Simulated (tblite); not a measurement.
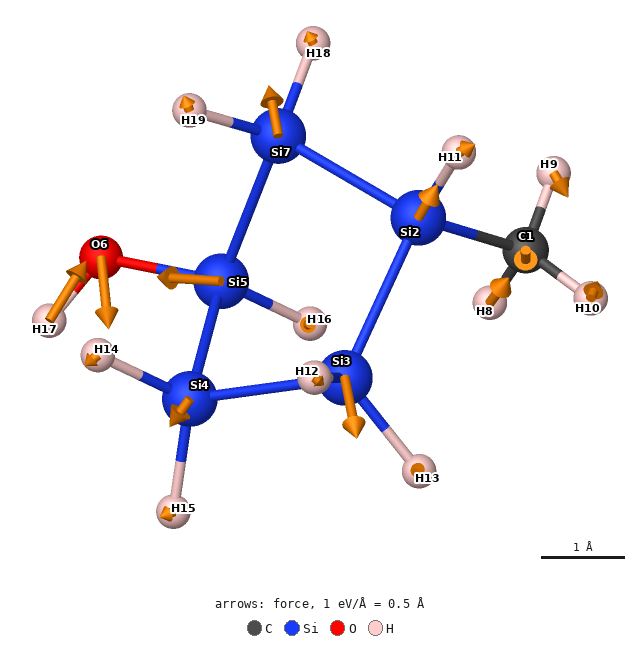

Starting geometry of CH12OSi5 with the computed forces as orange arrows. Style: ball-and-stick. Shown from a free direction.

Level of theory: GFN2-xTB geometry optimisation, gas phase (tblite 0.8.0). 

Q: What follows when this structure is relaxed?

A: It isn't relaxed: the largest force vector, on Si5, is 2.07 eV/Å. The final displacements have little in common with the starting forces (cosine between the two patterns 0.07). The largest move after the best rigid fit is that of H16, 2.25 Å. By element the largest moves are H 2.25 Å, O 1.78 Å, Si 0.79 Å, C 0.63 Å. Near-neighbour distances that change, for instance: Si2–Si3 2.226 → 2.349 Å, Si2–Si7 2.244 → 2.350 Å, Si3–Si4 2.245 → 2.337 Å, Si5–Si7 2.249 → 2.328 Å. Bond angles that change, for instance: O6–Si5–Si7 113.0° → 99.9°, Si5–O6–H17 110.9° → 122.3°, H14–Si4–H15 114.1° → 103.0°. Groups turn about Si4–Si5 by about 80°, Si5–Si7 by about 75°, Si3–Si4 by about 45°. The energy falls by 23.9 kcal/mol in 152 geometry steps.
